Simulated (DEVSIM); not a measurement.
Device: Au/SiO2/n-Si capacitor, at 300 K.

```csv
layer (left to right),material,thickness (nm),Nd (cm⁻³)
1,SiO2,2.70,-
2,Si,1400,1.6e17
```

Metal gate on the left, work function 5.1 eV. Fixed charge at the semiconductor interface -1.65e12 cm⁻² (in units of +e); no interface traps.

This is a model device: material constants are rounded textbook-type values typed into the input, and sizes, dopings and lifetimes were drawn at random. Values at 300 K.

| parameter | SiO2 | Si |
|---|---|---|
| gap (eV) | 9 | 1.124 |
| affinity (eV) | 0.9 | 4.05 |
| permittivity | 3.9 | 11.7 |
| Nc (cm⁻³) | - | 2.86e19 |
| Nv (cm⁻³) | - | 3.1e19 |

Simulated with DEVSIM: 1D Poisson equation in equilibrium, Boltzmann statistics, complete ionisation; no quantum confinement or tunnelling. Metal contacts follow the ideal Schottky-Mott rule: no Fermi-level pinning, no interface dipoles.

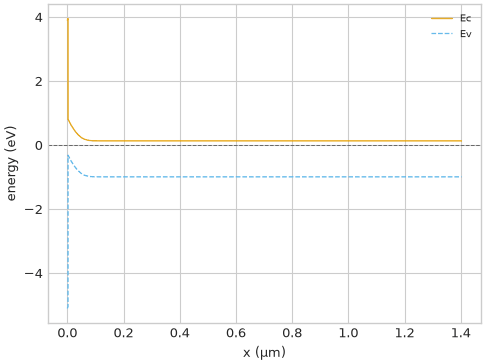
Figure: Band edges at 0.3 V on the gate

Energies count from the Fermi level of the right contact; mesh points crowd at the junctions.

```csv
x (μm),Ec (eV),Ev (eV),n (cm⁻³),p (cm⁻³),field (V/cm)
0.000,3.900,-5.100,< 1e2,< 1e2,230000
0.0007868,3.918,-5.082,< 1e2,< 1e2,230000
0.001661,3.938,-5.062,< 1e2,< 1e2,230000
0.002466,3.956,-5.044,< 1e2,< 1e2,230000
0.003825,0.791,-0.333,1500000,7.9e13,-180000
0.005888,0.755,-0.369,5900000,2.0e13,-170000
0.009812,0.690,-0.434,7.4e7,1.6e12,-160000
0.02149,0.517,-0.607,5.8e10,2.0e9,-130000
0.03948,0.318,-0.806,1.3e14,900000,-89000
0.07620,0.148,-0.976,9.2e16,1300,-13000
0.1436,0.134,-0.990,1.6e17,730,-22
0.3439,0.134,-0.990,1.6e17,730,≈ 0
0.6529,0.134,-0.990,1.6e17,730,≈ 0
0.9959,0.134,-0.990,1.6e17,730,≈ 0
1.235,0.134,-0.990,1.6e17,730,≈ 0
1.315,0.134,-0.990,1.6e17,730,≈ 0
1.359,0.134,-0.990,1.6e17,730,≈ 0
1.380,0.134,-0.990,1.6e17,730,≈ 0
1.394,0.134,-0.990,1.6e17,730,≈ 0
1.399,0.134,-0.990,1.6e17,730,≈ 0
1.401,0.134,-0.990,1.6e17,730,≈ 0
1.403,0.134,-0.990,1.6e17,730,≈ 0
```
